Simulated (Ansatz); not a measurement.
Input

```
crystal:
  periodic: [false, false, false]
  atoms:
    - { symbol: Al, position_ang: [0.0, 0.0, 0.0] }
    - { symbol: H, position_ang: [1.2076, 0.0, 1.2804] }
    - { symbol: H, position_ang: [1.7126, 0.0, 0.4057] }
    - { symbol: C, position_ang: [-1.706, 0.0, -0.985] }
    - { symbol: H, position_ang: [-2.2662, -0.9305, -0.7558] }
    - { symbol: H, position_ang: [-2.3102, 0.8797, -0.6796] }
    - { symbol: H, position_ang: [-1.5043, 0.0508, -2.0753] }
basis:
  gaussian: { orbitals: def2-SVPD }
hamiltonian:
  xc: b3lyp
  dispersion: d4
relax:
  f_tol: 0.15
  max_steps: 25
  restrain:
    - { distance: [1, 2], at: 0.66, k: 30.0 }
    - { distance: [0, 1], at: 2.76, k: 30.0 }
    - { distance: [0, 2], at: 2.76, k: 30.0 }
output:
  orbitals: {}
```

Run with:

```sh
ansatz run input.yaml --threads 2 --pin off --max-ram 3072MiB --backend cpu --events-out ev --progress --plain --runs-dir out
```

The fields are those of the run's last geometry, not of the input's.

Not at a stationary point (largest force 1.7 eV/Å).

Method: RKS B3LYP-D4/def2-SVPD in Ansatz 0.2.0.

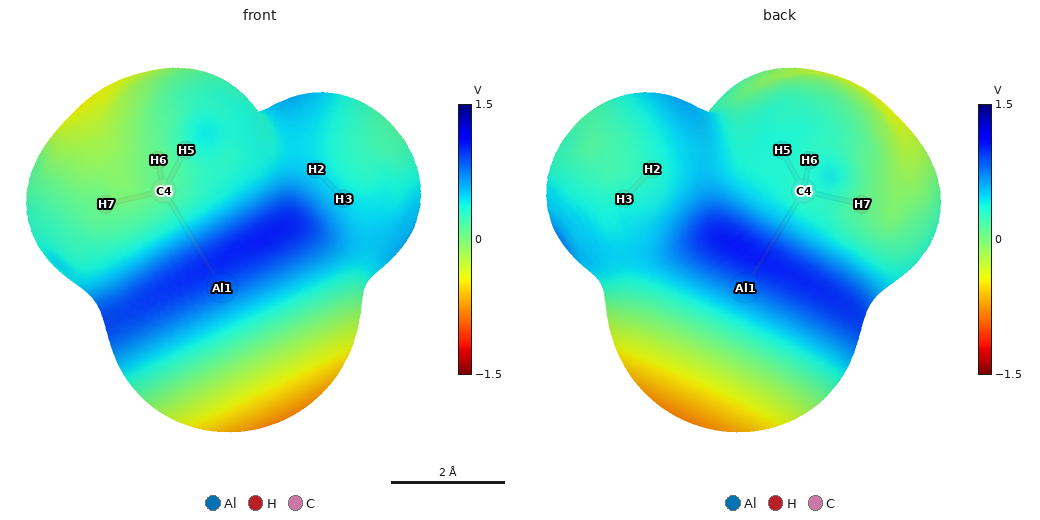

CH$_{3}$Al···H$_{2}$. The electrostatic potential painted on the density surface at 0.001 e/bohr³, seen from the front and from behind; red is negative and blue positive.

Question: Where is the surface potential most negative and most positive?

Answer: The most negative region (about −0.8 V) lies over H3, the most positive (about +1.1 V) over Al1.
